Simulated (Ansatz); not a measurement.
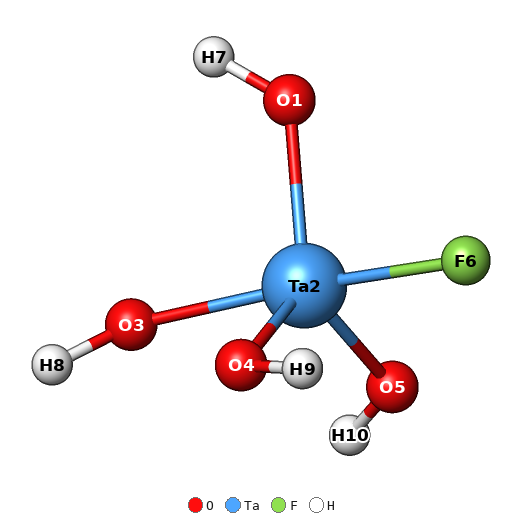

The species is neutral and a spin singlet. Sticks follow a distance rule. Harmonic vibrations computed with RKS PBE0-D4/def2-TZVP, core potentials on Ta (Ansatz 0.2.0) at a stationary point of the same level.

How many imaginary frequencies does it have?

A minimum: no imaginary frequency, and the lowest mode lies at 94 cm⁻¹.

How many vibrational modes are there, and where do they lie?

24 modes: 94, 115, 173, 198, 207, 217, 277, 288, 325, 386, 442, 457, 526, 529, 627, 651, 694, 707, 731, 746, 3888, 3929, 3933, 3964 cm⁻¹.
